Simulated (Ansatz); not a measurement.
Base system: ZnSe in the zinc blende structure (space group F-43m, No. 216; a = 5.568 Å). Axes: x, y, z lie along the cube axes.

It is then changed as follows: uniaxial strain ε_zz = +2.00 %, all other strain components held at zero; the atoms relax in the strained cell.

All numbers come from LDA/PAW in Ansatz (an electronic-structure program), scalar-relativistic without spin-orbit coupling.

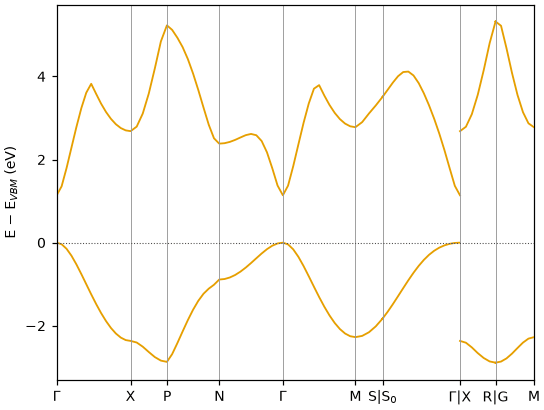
*Highest valence and lowest conduction band along the path of the changed cell's own zone*

The gap is 1.14 eV, direct at Γ; the base has 1.25 eV.

Stability against distortions was not tested. Labels are those of the standard path for the cell's own space group.
